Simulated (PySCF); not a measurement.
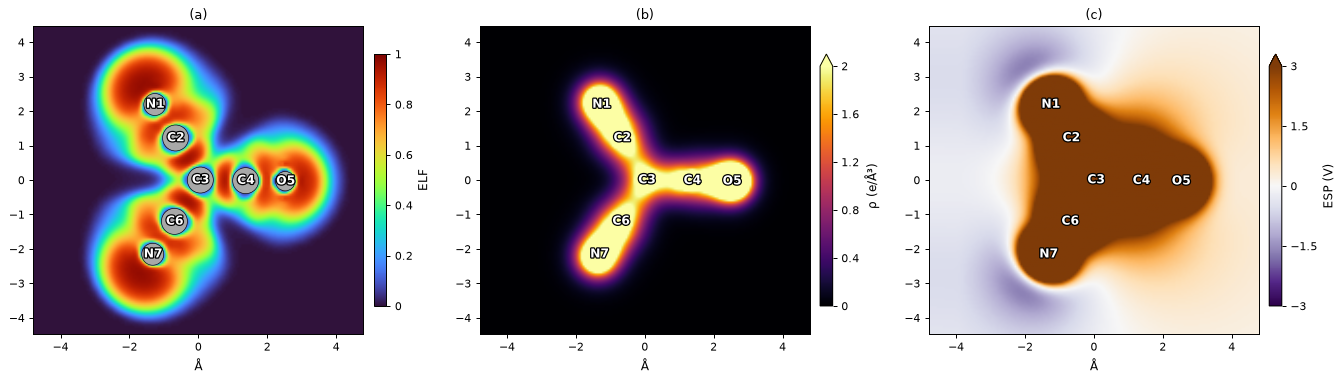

The picture shows: C$_{4}$N$_{2}$O (dicyanoketene). (a) electron localisation function; (b) total electron density; (c) electrostatic potential on the molecular plane. Grey discs cover the atomic cores in the ELF map.

Geometry: GFN2-xTB.

All numbers below come from PBE0/pcSseg-1, SCF density, gas phase, non-relativistic (PySCF).

```xyz
7

N    -1.2967    2.1676    0.1509
C    -0.6796    1.2086    0.0757
C     0.0578    0.0029   -0.0171
C     1.3721    0.0095   -0.0859
O     2.5189    0.0158   -0.1464
C    -0.6731   -1.2102   -0.0358
N    -1.2861   -2.1746   -0.0495
```

What do the fields say about this system?

The section cuts through N, C and O sites.
C–N (1.14 Å): ρ is about 3.6 e/Å³ halfway; the ELF peaks at about 0.85 between the atoms; a short, multiple covalent bond.
C–O (1.15 Å): the density is about 3.7 e/Å³ at the midpoint; the ELF peaks at about 0.85 between the atoms (a multiple bond).
C–C (1.32 Å): ρ at the midpoint is about 2.3 e/Å³; the ELF peaks at about 0.95 between the atoms; a multiple bond.
C–C (1.42 Å): ρ is about 1.9 e/Å³ halfway; the ELF peaks at about 0.95 between the atoms: a covalent bond.
The ELF also peaks beside N7, O5 and N1, away from the bonds: lone-pair regions.
Outside the dense part of the molecule the potential is most negative (−1.6 V) near N1 and N7.
